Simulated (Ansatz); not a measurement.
# Br2HIn: the cost of one run

Program: the Python package of Ansatz 0.2.0. Level of theory: r2SCAN/def2-SVPD. These are calculated values, not measurements.

## (1) Starting point

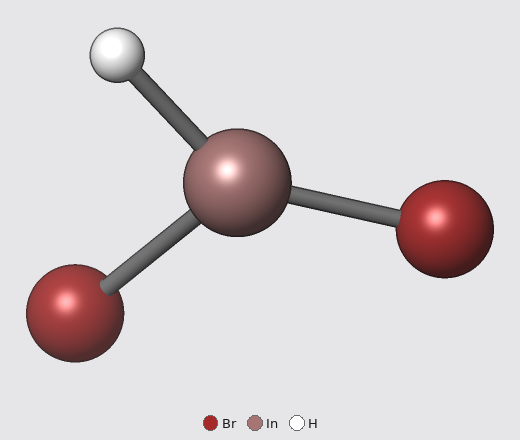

The starting structure, viewed from a chosen angle; bromine red, indium brown, hydrogen white.

The script holds or builds the structure itself.

## (2) The code

Input file br2hin_ip.py:

```python
'''Vertical ionisation energy of Br2HIn.'''

import ansatz as az


def energy_of(molecule, charge=0, unpaired=0):
    calc = (
        molecule.calculation()
        .basis(gaussian='def2-SVPD')
        .functional('r2SCAN')
    )
    if charge:
        calc = calc.charge(charge)
    if unpaired:
        calc = calc.spin('collinear', total=unpaired)
    report = calc.run(threads=1).report
    if report['published_state_doubts']:
        print('  doubts:', report['published_state_doubts'])
    return report['free_energy_ev']

GEOMETRY = '''
Br   -1.94600    0.88460   -1.22170
In    0.05310    0.39770   -0.11670
Br    0.69130   -2.20820   -0.02090
H     1.25710    0.86570    1.33900
'''

molecule = az.Crystal.molecule()
for line in GEOMETRY.strip().splitlines():
    symbol, *xyz = line.split()
    molecule = molecule.atom(symbol, [float(v) for v in xyz])

# delta-SCF style differences, no relaxation
parent = energy_of(molecule, 0, 0)
cation = energy_of(molecule, 1, 1)
print(f'E(N)   = {parent:.5f} eV')
print(f'E(N-1) = {cation:.5f} eV  (1 unpaired)')
print(f'vertical ionisation energy {cation - parent:.3f} eV')
```

## (3) The calls as engine input

The engine receives this input (first run):

```yaml
crystal:
  periodic: [false, false, false]
  atoms:
    - { symbol: Br, position_ang: [-1.946, 0.8846, -1.2217] }
    - { symbol: In, position_ang: [0.0531, 0.3977, -0.1167] }
    - { symbol: Br, position_ang: [0.6913, -2.2082, -0.0209] }
    - { symbol: H, position_ang: [1.2571, 0.8657, 1.339] }
basis:
  gaussian:
    orbitals: def2-SVPD
hamiltonian:
  xc: r2scan
```

## (4) Launch

Launch:

```
$ python br2hin_ip.py
```

What time and memory should one allow on 1 thread of Arm Neoverse V2, shared host?

About 60 s, with a peak of 0.43 GiB.
